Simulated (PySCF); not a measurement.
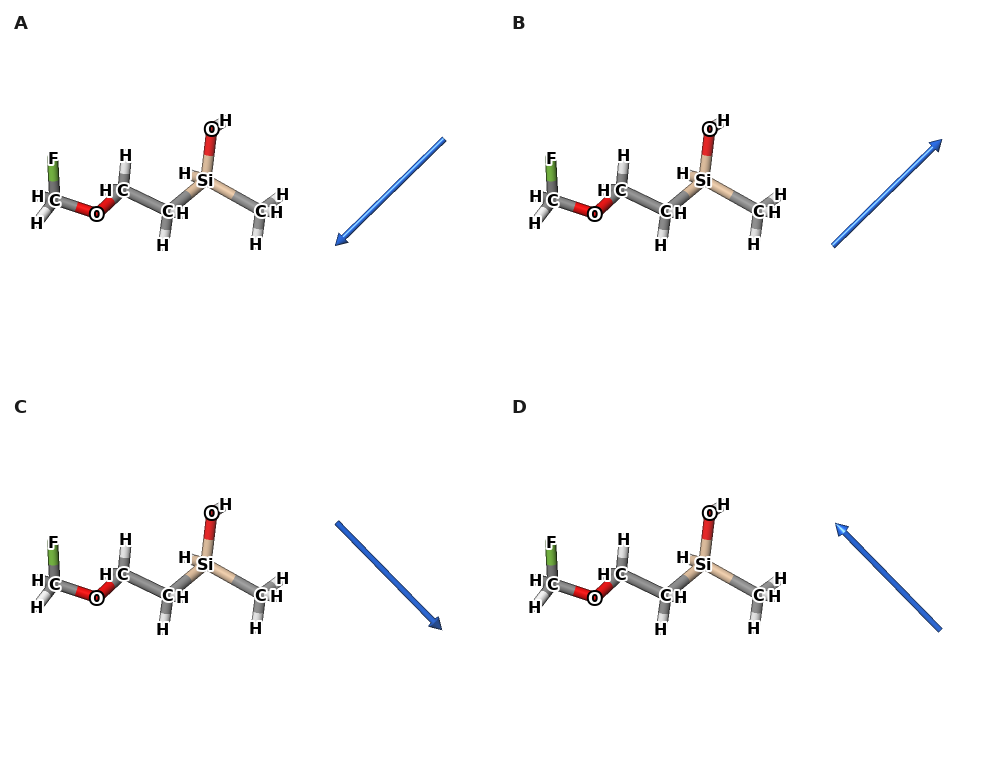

The same molecule four times, each with an arrow. Computed geometry: GFN2-xTB optimisation. No frequency run is at hand to confirm it as a minimum. Level of theory: PBE0/pcSseg-1, gas phase (PySCF 2.14.0).

> Which arrow points along the dipole moment, from the negative to the positive end?

C. The dipole moment is 1.85 D.

The geometry is semi-empirical. Around Si such bond lengths and angles can be off by a tenth of an ångström or more and by several degrees, and values that hang on the shape move with them.
